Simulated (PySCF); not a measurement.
Breaking a bond: CH6Ge, SMILES [CH3][GeH3]. The Ge2–H8 bond (Ge2 also carries C, H, H; H8 carries nothing else) is stretched with both fragments frozen at the PBE0/def2-TZVP optimised geometry.

```
8

C      1.5659    -0.9474    -0.6823
Ge     0.0000     0.0000     0.0000
H      1.5634    -0.9459    -1.7728
H      2.4805    -0.4655    -0.3352
H      1.5634    -1.9813    -0.3352
H     -1.2933    -0.6775    -0.4880
H      0.0000     1.4601    -0.4879
H      0.0000     0.0000     1.5394
```

Methods: UMP2/3-21G = unrestricted MP2 (frozen core)/3-21G (PySCF); NEVPT2 = PySCF with SC-NEVPT2 on CASSCF(2,2)/def2-TZVP, all electrons correlated; UHF/def2-TZVP (PySCF); RKS-B3LYP/3-21G = PySCF with restricted B3LYP/3-21G.

Energies are in mEh, each relative to the lowest point of its own curve near equilibrium.

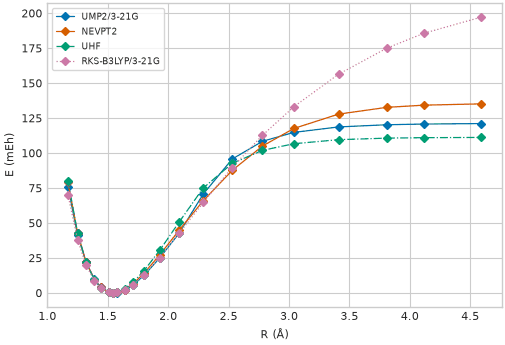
Fig. 1. Energy against bond length for each method.

```
R / Å  UMP2/3-21G  NEVPT2    UHF  RKS-B3LYP/3-21G
-----  ----------  ------  -----  ---------------
1.17         75.8    79.1   80.1             70.3
1.25         41.4    42.7   42.9             37.9
1.32         21.8    22.1   22.0             19.7
1.39          9.6     9.4    9.2              8.5
1.44          4.3     4.0    3.8              3.6
1.51          0.5     0.4    0.3              0.4
1.54          0.0     0.0    0.0              0.0
1.58          0.1     0.3    0.5              0.3
1.64          1.8     2.4    2.9              2.1
1.71          5.6     6.6    7.6              5.9
1.80         12.5    14.1   15.9             12.8
1.93         25.0    27.2   30.5             25.3
2.09         42.6    44.7   50.6             42.5
2.29         70.7    65.9   75.0             64.6
2.53         95.7    87.6   92.6             89.6
2.78        108.4   105.0  101.9            112.7
3.04        114.7   117.6  106.6            133.1
3.41        118.7   127.8  109.5            156.4
3.81        120.2   132.7  110.6            175.0
4.12        120.7   134.2  111.0            185.8
4.59        121.1   135.2  111.2            197.2
```

At the longest distance, 4.59 Å, RKS-B3LYP/3-21G lies highest above its minimum (197.2 mEh) and UHF lowest (111.2 mEh).

The unrestricted determinant behind UMP2/3-21G, UHF is spin-contaminated at 2.29 to 4.59 Å (<S²> up to 1.0, against 0.00 for a pure singlet). The restricted form behind RKS-B3LYP/3-21G keeps the bonding electrons paired and can't separate into open-shell fragments.
